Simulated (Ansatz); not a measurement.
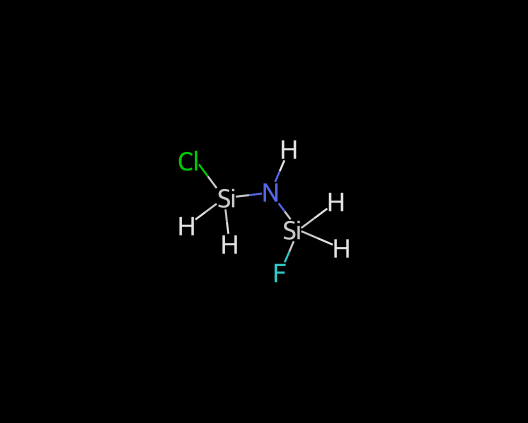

The drawing above gives the connectivity. The computed structure is the end point of a PBE0-D4/def2-TZVP optimisation. No frequency run is at hand to confirm it as a minimum.

What does the molecule look like in three dimensions?

The molecule is ClFH₅NSi₂. As SMILES it reads `F[SiH2]N[SiH2]Cl`. It has no ring. Among its groups: Si–H bond, Si–N bond. This geometry has C1 symmetry. Coordination: 2 Si tetrahedral; 1 N trigonal planar.

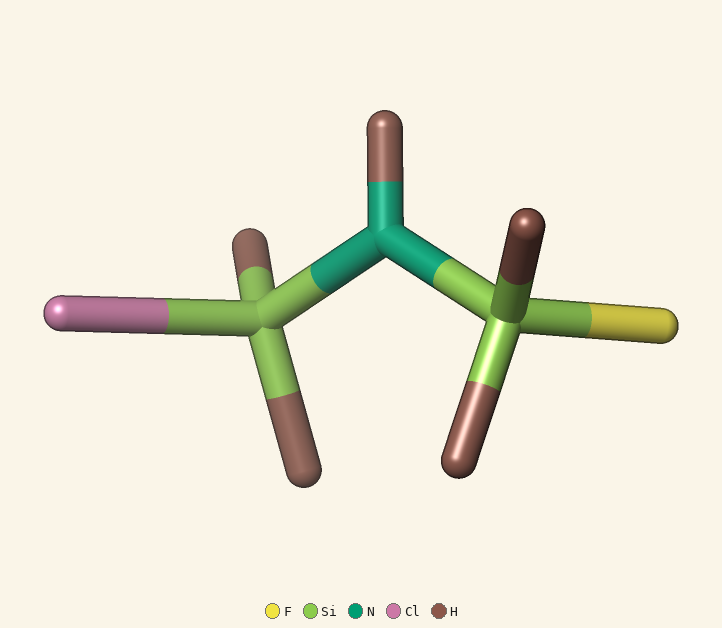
